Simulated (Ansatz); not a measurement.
## Si₂NH₆OF: geometry relaxation (part 2 of 2)

The same run, continued: Si₂NH₆OF, SMILES N[SiH2][SiH](O)F; RKS CAM-B3LYP-D4/def2-SVP (Ansatz 0.2.0). It belongs to a series of runs on one base structure; here: end point A relaxed.

Geometry of the input (Å):
```
N  -1.5612  -0.0189  -1.0744
Si 0.0942  -0.0824  -1.0710
Si 1.0602  0.2727  1.0290
O  0.3026  -0.5127  2.2196
F  1.0473  1.8185  1.4178
H  -2.0012  -0.7518  -0.5843
H  -1.9080  -0.0661  -2.0420
H  0.4148  -1.4352  -1.5607
H  0.5912  0.8990  -2.0438
H  2.5029  -0.1984  1.0798
H  -0.4773  0.0183  2.6508
```

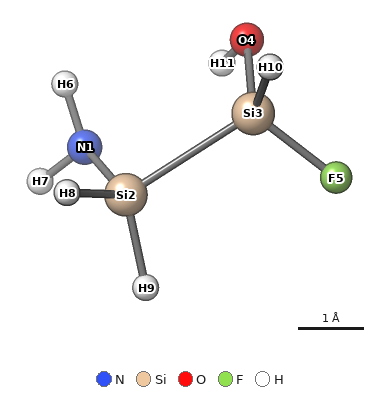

Fig. 1: The geometry at step 14 of the log (ball-and-stick view, seen at a tilt; atoms are numbered from 1 in the order of the input).

### Trajectory as extended XYZ, continued
```
11
Properties=species:S:1:pos:R:3:forces:R:3 step=6 energy=-22098.62624
N    -1.5122   -0.0416   -0.9377    0.0126   0.0395  -0.2490
Si    0.2159   -0.1480   -1.1450   -0.1703   0.0304   0.0457
Si    1.0934    0.2479    0.9839   -0.0189  -0.0130   0.1356
O     0.1554   -0.4985    2.1347   -0.3858   0.2798   0.0390
F     1.0376    1.8528    1.2512    0.0326  -0.0164  -0.0193
H    -1.9587   -0.6579   -0.2666    0.0026  -0.0251   0.0188
H    -2.1020    0.0614   -1.7637    0.1070  -0.0181   0.1931
H     0.7251   -1.4602   -1.6513    0.0448  -0.0414  -0.0397
H     0.6305    0.8925   -2.1262   -0.0214   0.0008   0.0028
H     2.4915   -0.2055    1.2082   -0.0798  -0.0072   0.0120
H    -0.7111   -0.0999    2.3334    0.4767  -0.2293  -0.1389
11
Properties=species:S:1:pos:R:3:forces:R:3 step=7 energy=-22098.63557
N    -1.5175   -0.1167   -0.9331    0.1205   0.0660   0.0148
Si    0.2106   -0.1196   -1.1362   -0.0989   0.0417   0.0054
Si    1.1033    0.2600    0.9939   -0.0567  -0.4855  -0.0628
O     0.1132   -0.4067    2.1441    0.0475   0.0621   0.0403
F     1.1815    1.8629    1.2150    0.1064   0.1592   0.0823
H    -1.9331   -0.7487   -0.2581   -0.0319  -0.0444  -0.0026
H    -2.1209   -0.0007   -1.7408   -0.0144  -0.0244   0.0251
H     0.7926   -1.3780   -1.7019    0.0347  -0.0265  -0.0148
H     0.5609    0.9811   -2.0718   -0.0028   0.0274  -0.0560
H     2.4347   -0.3658    1.2291   -0.0634   0.1971   0.0124
H    -0.7598   -0.0248    2.2806   -0.0410   0.0274  -0.0440
11
Properties=species:S:1:pos:R:3:forces:R:3 step=8 energy=-22098.64176
N    -1.5171   -0.1479   -0.9136    0.0962   0.0988  -0.0091
Si    0.2057   -0.1164   -1.1403    0.0229  -0.0201   0.0464
Si    1.1054    0.2361    1.0022    0.0332  -0.0217   0.0860
O     0.1102   -0.3102    2.2051    0.2802  -0.2983  -0.0957
F     1.2571    1.8386    1.2090    0.1080   0.1708  -0.0990
H    -1.9189   -0.8444   -0.3001   -0.0756  -0.1222   0.0822
H    -2.1325    0.0310   -1.6985   -0.0459  -0.0008  -0.0493
H     0.8122   -1.3554   -1.7353   -0.0229   0.0485   0.0047
H     0.5162    1.0121   -2.0638   -0.0040  -0.0273   0.0412
H     2.4233   -0.3951    1.2546   -0.0064   0.0212  -0.0008
H    -0.7961   -0.0055    2.2014   -0.3857   0.1510  -0.0066
11
Properties=species:S:1:pos:R:3:forces:R:3 step=9 energy=-22098.65910
N    -1.4978   -0.1944   -0.8625   -0.0911  -0.0015   0.0066
Si    0.2172   -0.1090   -1.1432    0.0600   0.0245  -0.0334
Si    1.1241    0.2301    0.9964   -0.0613   0.1176   0.2585
O     0.0426   -0.2647    2.1554   -0.2286   0.0219  -0.1830
F     1.3535    1.8344    1.1858    0.0602  -0.1457  -0.1006
H    -1.8684   -0.9262   -0.2609    0.0256   0.0551  -0.1020
H    -2.1514    0.0264   -1.6113    0.0967  -0.0768   0.1216
H     0.8431   -1.3107   -1.7971   -0.0565   0.0759   0.0389
H     0.4693    1.0591   -2.0399   -0.0331  -0.0754   0.0625
H     2.4029   -0.4590    1.3168   -0.0916   0.0659  -0.0311
H    -0.8697    0.0571    2.0814    0.3198  -0.0614  -0.0380
11
Properties=species:S:1:pos:R:3:forces:R:3 step=10 energy=-22098.66674
N    -1.4727   -0.2178   -0.8048   -0.1443  -0.0423   0.0221
Si    0.2319   -0.0913   -1.1467    0.0075   0.0300  -0.0902
Si    1.1386    0.2299    0.9885   -0.2301  -0.1681   0.2822
O    -0.0349   -0.2690    2.0627   -0.3735   0.3865  -0.1575
F     1.4238    1.8162    1.2040    0.0262  -0.0007  -0.0279
H    -1.8039   -0.9806   -0.2147    0.0789   0.1305  -0.1321
H    -2.1539   -0.0039   -1.5317    0.1212  -0.0805   0.1232
H     0.8519   -1.2738   -1.8344   -0.0243   0.0499   0.0282
H     0.4225    1.0874   -2.0430   -0.0263  -0.0553   0.0551
H     2.3793   -0.5020    1.3612   -0.1154   0.0483  -0.0372
H    -0.9171    0.1480    1.9797    0.6799  -0.2982  -0.0657
11
Properties=species:S:1:pos:R:3:forces:R:3 step=11 energy=-22098.64233 accepted=F
N    -1.4633   -0.2643   -0.7508   -0.2794  -0.3919   0.1833
Si    0.2287   -0.0712   -1.1415    0.1296  -0.0066  -0.1191
Si    1.1526    0.2028    1.0029   -0.2913   0.4698   0.5144
O    -0.0750   -0.1388    2.0878   -1.1520   0.5395  -0.8653
F     1.5569    1.7827    1.1790   -0.0279  -0.4026  -0.1278
H    -1.7537   -1.1071   -0.2325    0.1579   0.5228  -0.3749
H    -2.1630   -0.0119   -1.4503    0.1345  -0.1368   0.1844
H     0.8735   -1.2133   -1.8908   -0.1250   0.1717   0.0850
H     0.3448    1.1561   -2.0013   -0.0160  -0.2072   0.1845
H     2.3422   -0.5869    1.4178   -0.1369   0.0046  -0.0497
H    -0.9783    0.1948    1.8005    1.6066  -0.5632   0.3852
11
Properties=species:S:1:pos:R:3:forces:R:3 step=12 energy=-22098.68349
N    -1.4533   -0.2019   -0.7568   -0.1807  -0.0197  -0.1021
Si    0.2378   -0.0688   -1.1562    0.1081  -0.0106   0.0749
Si    1.1254    0.2155    0.9891    0.0798   0.0308  -0.0102
O    -0.0691   -0.2494    2.0366   -0.2368   0.1385   0.0248
F     1.4531    1.7959    1.1961    0.0204  -0.0239   0.0148
H    -1.7398   -0.9741   -0.1594    0.0231   0.0266  -0.0609
H    -2.1379   -0.0585   -1.4960    0.0065  -0.0394   0.0974
H     0.8488   -1.2479   -1.8540   -0.0305   0.0490  -0.0326
H     0.4014    1.1222   -2.0360   -0.0056  -0.0368   0.0136
H     2.3368   -0.5467    1.3720   -0.0174   0.0026   0.0107
H    -0.9376    0.1567    1.8855    0.2333  -0.1170  -0.0305
11
Properties=species:S:1:pos:R:3:forces:R:3 step=13 energy=-22098.69604
N    -1.4655   -0.2356   -0.7441   -0.0687  -0.1290   0.0878
Si    0.2282   -0.0603   -1.1326    0.0672  -0.0035  -0.1868
Si    1.1431    0.2105    1.0062    0.0767   0.2256   0.0625
O    -0.0843   -0.1787    2.0435   -0.2474   0.1093  -0.0133
F     1.5450    1.7799    1.2054   -0.0153  -0.1973  -0.0682
H    -1.7296   -1.0469   -0.1855    0.0223   0.0990  -0.0853
H    -2.1440   -0.0988   -1.4890   -0.0096  -0.0006   0.0506
H     0.8353   -1.1947   -1.9090   -0.0026   0.0414   0.0952
H     0.3621    1.1508   -1.9902   -0.0064   0.0095   0.0545
H     2.3163   -0.5936    1.4118    0.0095  -0.0294  -0.0145
H    -0.9411    0.2103    1.8044    0.1743  -0.1249   0.0175
11
Properties=species:S:1:pos:R:3:forces:R:3 step=14 energy=-22098.70519
N    -1.4657   -0.2849   -0.7064   -0.0103  -0.2626   0.1002
Si    0.2196   -0.0457   -1.1248    0.1373   0.0041  -0.0539
Si    1.1557    0.2001    1.0106   -0.0802   0.3301   0.1296
O    -0.1263   -0.0876    2.0230   -0.2662   0.2274  -0.1975
F     1.6521    1.7515    1.1743   -0.0433  -0.3574  -0.0423
H    -1.6905   -1.1507   -0.2072    0.0492   0.2697  -0.1464
H    -2.1628   -0.1229   -1.4291   -0.0096  -0.0029   0.0384
H     0.8579   -1.1423   -1.9317   -0.0743   0.0955   0.0398
H     0.3164    1.2192   -1.9114   -0.0474  -0.0877   0.0141
H     2.2749   -0.6668    1.4481   -0.0336   0.0197  -0.0092
H    -0.9657    0.2732    1.6753    0.3784  -0.2360   0.1272
11
Properties=species:S:1:pos:R:3:forces:R:3 step=15 energy=-22098.71521
N    -1.4477   -0.2955   -0.6848   -0.0466  -0.1696   0.0557
Si    0.2311   -0.0382   -1.1221    0.0207  -0.0054  -0.0968
Si    1.1538    0.1986    1.0200   -0.0472   0.2547   0.1271
O    -0.1456   -0.0489    2.0199   -0.1628   0.1622  -0.2348
F     1.6876    1.7362    1.1617   -0.0268  -0.2592  -0.0049
H    -1.6600   -1.1723   -0.2057    0.0083   0.1564  -0.0801
H    -2.1578   -0.1197   -1.3917    0.0038  -0.0042   0.0378
H     0.8509   -1.1144   -1.9616   -0.0043   0.0205   0.0497
H     0.2848    1.2217   -1.9170   -0.0006  -0.0204   0.0534
H     2.2489   -0.6876    1.4800   -0.0310   0.0263  -0.0204
H    -0.9806    0.2631    1.6220    0.2863  -0.1613   0.1134
11
Properties=species:S:1:pos:R:3:forces:R:3 step=16 energy=-22098.72415
N    -1.4397   -0.3146   -0.6670   -0.0328   0.0282  -0.0429
Si    0.2331   -0.0353   -1.1198   -0.0025   0.0381  -0.0033
Si    1.1570    0.2116    1.0208    0.0042   0.0595   0.0740
O    -0.1617   -0.0036    1.9949   -0.2017   0.1101  -0.1404
F     1.7401    1.7246    1.1678   -0.0078  -0.0987  -0.0088
H    -1.6443   -1.1954   -0.2032   -0.0317  -0.0507   0.0133
H    -2.1661   -0.1193   -1.3521    0.0262  -0.0062   0.0329
H     0.8560   -1.1003   -1.9632    0.0175  -0.0129  -0.0057
H     0.2602    1.2344   -1.8951    0.0019   0.0028  -0.0076
H     2.2213   -0.7028    1.4944    0.0045   0.0198  -0.0206
H    -0.9905    0.2437    1.5434    0.2223  -0.0901   0.1089
11
Properties=species:S:1:pos:R:3:forces:R:3 step=17 energy=-22098.72777
N    -1.4416   -0.3416   -0.6639   -0.0290   0.0590  -0.0307
Si    0.2292   -0.0305   -1.1097    0.0000  -0.0085   0.0069
Si    1.1594    0.2160    1.0300   -0.0136   0.0091  -0.0099
O    -0.1683    0.0501    1.9986   -0.1729   0.0650  -0.1155
F     1.7884    1.7096    1.1522    0.0127  -0.0002   0.0254
H    -1.6464   -1.2423   -0.2400   -0.0264  -0.0440   0.0092
H    -2.1754   -0.1075   -1.3293    0.0510  -0.0218   0.0351
H     0.8709   -1.0797   -1.9579    0.0042  -0.0186  -0.0215
H     0.2353    1.2433   -1.8783   -0.0043   0.0118   0.0032
H     2.2061   -0.7162    1.5065    0.0015   0.0028  -0.0032
H    -0.9921    0.2417    1.5127    0.1768  -0.0547   0.1010
11
Properties=species:S:1:pos:R:3:forces:R:3 step=18 energy=-22098.72899
N    -1.4370   -0.3606   -0.6529   -0.0357  -0.0203   0.0232
Si    0.2299   -0.0323   -1.1061    0.0040   0.0166  -0.0205
Si    1.1615    0.2249    1.0331    0.0005  -0.0357   0.0217
O    -0.1800    0.0877    1.9873   -0.0526   0.0535  -0.0755
F     1.8260    1.7024    1.1638   -0.0198  -0.0119  -0.0057
H    -1.6405   -1.2766   -0.2567    0.0000   0.0468  -0.0243
H    -2.1752   -0.1048   -1.3042    0.0280  -0.0201   0.0092
H     0.8687   -1.0701   -1.9731    0.0048   0.0053   0.0163
H     0.2174    1.2499   -1.8618   -0.0086   0.0009  -0.0024
H     2.1889   -0.7268    1.5139   -0.0011   0.0031   0.0040
H    -0.9941    0.2494    1.4774    0.0805  -0.0382   0.0539
11
Properties=species:S:1:pos:R:3:forces:R:3 step=19 energy=-22098.72932
N    -1.4386   -0.3562   -0.6504    0.0022  -0.0441   0.0511
Si    0.2289   -0.0305   -1.1043    0.0288  -0.0033  -0.0174
Si    1.1640    0.2231    1.0341   -0.0164   0.0026   0.0082
O    -0.1803    0.0975    1.9848    0.0287  -0.0042  -0.0047
F     1.8291    1.7009    1.1536   -0.0054  -0.0035   0.0079
H    -1.6447   -1.2717   -0.2554    0.0025   0.0230  -0.0238
H    -2.1732   -0.1024   -1.3048   -0.0146   0.0039  -0.0153
H     0.8697   -1.0703   -1.9681   -0.0113   0.0136   0.0041
H     0.2122    1.2524   -1.8593    0.0048  -0.0092   0.0013
H     2.1905   -0.7244    1.5250   -0.0001  -0.0006  -0.0097
H    -0.9920    0.2247    1.4655   -0.0192   0.0219  -0.0016
11
Properties=species:S:1:pos:R:3:forces:R:3 step=20 energy=-22098.72962
N    -1.4375   -0.3603   -0.6497   -0.0069  -0.0038   0.0164
Si    0.2290   -0.0301   -1.1048    0.0152  -0.0009  -0.0046
Si    1.1622    0.2230    1.0342    0.0027  -0.0084   0.0003
O    -0.1804    0.0992    1.9867    0.0002   0.0086  -0.0141
F     1.8307    1.6988    1.1561   -0.0014   0.0064   0.0055
H    -1.6414   -1.2784   -0.2613   -0.0023   0.0014  -0.0031
H    -2.1732   -0.1043   -1.3026   -0.0036  -0.0013  -0.0098
H     0.8706   -1.0675   -1.9696   -0.0037   0.0042   0.0007
H     0.2111    1.2524   -1.8599   -0.0003  -0.0027   0.0018
H     2.1873   -0.7282    1.5208   -0.0012  -0.0015  -0.0019
H    -0.9929    0.2384    1.4709    0.0013  -0.0020   0.0088
11
Properties=species:S:1:pos:R:3:forces:R:3 step=21 energy=-22098.72965
N    -1.4381   -0.3608   -0.6499   -0.0032   0.0010   0.0113
Si    0.2288   -0.0301   -1.1041    0.0048   0.0019  -0.0080
Si    1.1626    0.2235    1.0345    0.0063  -0.0055   0.0002
O    -0.1801    0.1006    1.9868   -0.0018   0.0071  -0.0085
F     1.8323    1.6988    1.1581   -0.0034  -0.0005   0.0013
H    -1.6417   -1.2789   -0.2613   -0.0016  -0.0015  -0.0006
H    -2.1729   -0.1070   -1.3050    0.0009  -0.0006  -0.0046
H     0.8697   -1.0665   -1.9703    0.0010   0.0006   0.0013
H     0.2104    1.2524   -1.8590   -0.0004   0.0003   0.0009
H     2.1868   -0.7294    1.5197   -0.0006  -0.0002  -0.0006
H    -0.9925    0.2404    1.4712   -0.0020  -0.0025   0.0074
```

### Key numbers

| quantity | value |
| --- | --- |
| outcome | converged |
| total energy | −22098.7298 eV |
| mean-field energy | −22098.5168 eV |
| largest force (length of the vector) at the end | 0.012 eV/Å |
| hardware | 2 threads of Intel Xeon (Sapphire Rapids), 16 GiB of memory available, shared host |
| wall time | 50 s (CPU time 94 s) |
| peak memory | 0.31 GiB |
